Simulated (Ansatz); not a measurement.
**BBrH$_{2}$O$_{2}$···HF: density, localisation and related maps**

The calculation's input:

```
crystal:
  periodic: [false, false, false]
  atoms:
    - {symbol: B, position_ang: [-0.580319, 0.126486, -0.545482]}
    - {symbol: F, position_ang: [1.722835, -0.247408, 1.828252]}
    - {symbol: O, position_ang: [-1.491140, 0.245285, -1.528603]}
    - {symbol: O, position_ang: [0.445881, -0.733817, -0.591760]}
    - {symbol: H, position_ang: [1.034179, 0.381639, 1.929708]}
    - {symbol: Br, position_ang: [-0.855025, 1.317874, 0.992640]}
    - {symbol: H, position_ang: [-1.315577, -0.356998, -2.259001]}
    - {symbol: H, position_ang: [1.039166, -0.732961, 0.174145]}
basis:
  gaussian: {orbitals: def2-TZVPP}
hamiltonian: {xc: pbe0, dispersion: d4}
output: {orbitals: {seedname: orbitals}}
```

Run with:

```sh
ansatz run in.yaml --threads 8 --pin off --events-out ev --progress --plain --max-ram 19148MiB
```

The product side of a reaction path; geometry: PBE0-D4/def2-TZVP; a saddle point, not a minimum.

Theory: Ansatz, RKS PBE0-D4/def2-TZVPP.

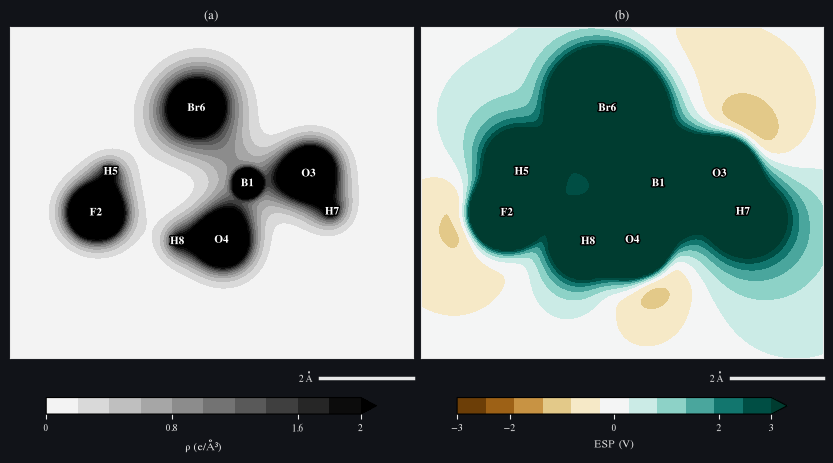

Figure 1. (a) electron density; (b) electrostatic potential on the molecular plane.

What do the fields say about this system?

The plane passes through B, F, O, H and Br nuclei.
F2···H8 (1.85 Å): the density falls to about 0.18 e/Å³ on the way; a closed-shell contact with the geometry of a hydrogen bond.
B–O (1.34 Å): ρ at the midpoint is about 2.2 e/Å³.
B–Br (1.96 Å): ρ at the midpoint is about 1 e/Å³, with its minimum of 0.83 e/Å³ about 0.6 Å from B.
F–H (0.94 Å): ρ is about 4.6 e/Å³ halfway.
O–H (0.96 Å): ρ is about 3.8 e/Å³ halfway.
Outside the dense part of the complex the potential is most negative (−1.2 V) near O3.

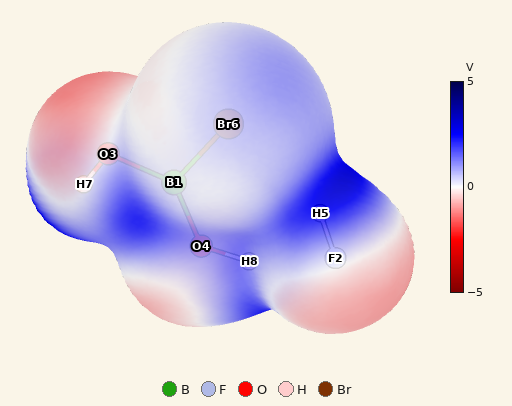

Figure 2. The molecular electrostatic potential painted on the density surface at 0.004 e/bohr³, seen at a tilt; red is negative and blue positive.

Which sites attract a positive test charge, and which a negative one?

A positive charge is drawn to the negative regions and a negative charge to the positive ones. The most negative region (about −1.1 V) lies over O3, the most positive (about +3.9 V) over H7. Br6 shows a σ-hole: about +1.0 V at the tip opposite its bond, against about +0.4 V on its flanks. O3 is the likeliest acceptor of a hydrogen bond.

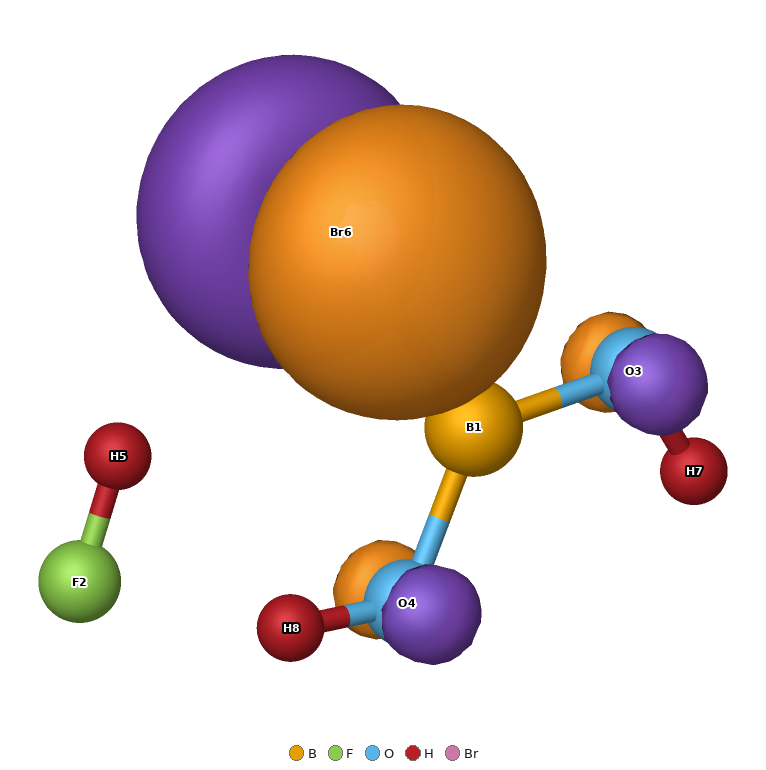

Figure 3. The HOMO at ±0.15 Å⁻³ᐟ² (orange and purple are the two phases), seen at an oblique angle.

Where does this orbital lie, and at what energy?

It lies mainly on Br6 (about 85 %); it changes sign across the molecular plane (π type). Its energy is −9.01 eV.
